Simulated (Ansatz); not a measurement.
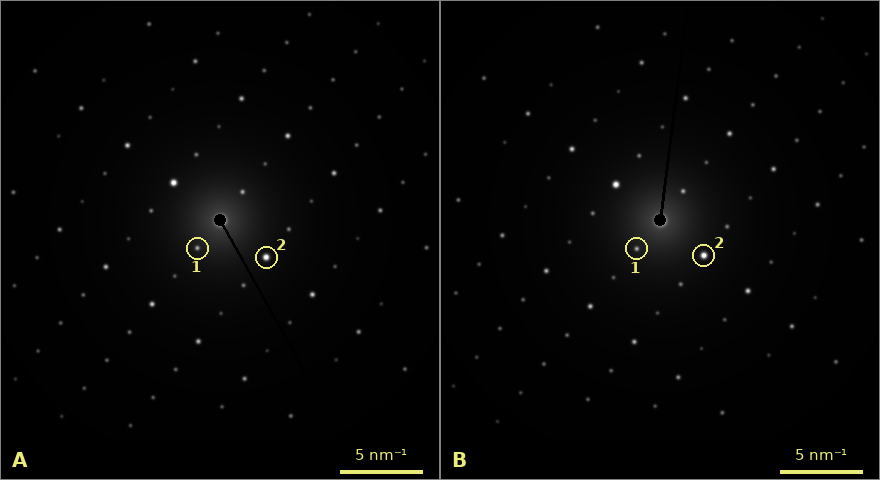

Kinematic electron diffraction patterns (300 kV, B = 0.5 Å², same scale) along [1-10] of the run's own cell, for the start and the end of one relaxation of Sn2As with Ansatz, DFT PBE, scalar-relativistic, plane waves, PAW. k mesh 8×8×8. The start is a generated model structure, and the relaxation ends in the nearest stationary point of its symmetry, not necessarily the ground state. Spot 1 is -1 -1 0 and spot 2 is 0 0 -2 in both.

Start structure:

```yaml
crystal:
  lattice:
    - [4.41912, -3.12115, 0.00000]
    - [4.41912, 3.12115, 0.00000]
    - [0.00000, 0.00000, 5.78416]
  atoms:
    - { symbol: Sn, position: [0.08258, 0.28291, 0.75000] }
    - { symbol: Sn, position: [0.71709, 0.91742, 0.75000] }
    - { symbol: Sn, position: [0.91742, 0.71709, 0.25000] }
    - { symbol: Sn, position: [0.28291, 0.08258, 0.25000] }
    - { symbol: As, position: [0.50851, 0.49149, 0.75000] }
    - { symbol: As, position: [0.49149, 0.50851, 0.25000] }
```

Q: Which pattern belongs to the start structure, and which to the relaxed one?

A: B is the start: its cell gives d(1) = 4.419 Å, d(2) = 2.892 Å and an angle of 90.0°. A is the relaxed structure, with d(1) = 4.536 Å (+2.6 %), d(2) = 2.751 Å (-4.9 %) and 90.0°.

Q: What did the relaxation do to the structure and the energy?

A: The volume changed by -0.6 % to 26.44 Å³ an atom; with the mean shift removed, the atoms moved by up to 0.10 Å relative to the cell (Sn most); the space group stayed Cmcm (No. 63); the free energy fell by 18 meV an atom. Relaxed cell: a = 5.538 Å, b = 5.538 Å, c = 5.503 Å, α = 90.00°, β = 90.00°, γ = 70.04°.
